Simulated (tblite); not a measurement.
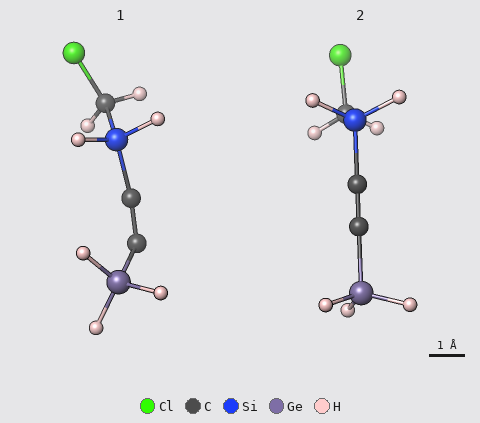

Two geometries of C₃H₇ClGeSi (charge +1, multiplicity 2), drawn at one scale. One is the start of a relaxation, the other its converged end. The picture is a ball-and-stick view, seen from a free direction.

Level of theory: tblite 0.8.0, GFN2-xTB geometry optimisation, gas phase. 

### Which of the two is the end point?

Structure 2 is the relaxed one. The energy falls by 1.380 eV in 104 geometry steps. The largest move after the best rigid fit is that of an H atom, 1.49 Å. Largest moves by element: H 1.49 Å, C 1.34 Å, Cl 1.15 Å, Si 0.67 Å, Ge 0.34 Å. Some distances before and after: C–Si 1.874 → 2.049 Å, C–C 1.311 → 1.218 Å, Ge–H 1.563 → 1.485 Å, C–Cl 1.755 → 1.720 Å. Bond angles that change, for instance: C–C–Ge 118.6° → 177.0°, C–Si–C 107.3° → 95.6°, Si–C–C 164.9° → 176.6°. Groups turn about C–Si by about 20°. Cost: 0.78 s on 1 thread of Arm Neoverse V2, on a shared host.
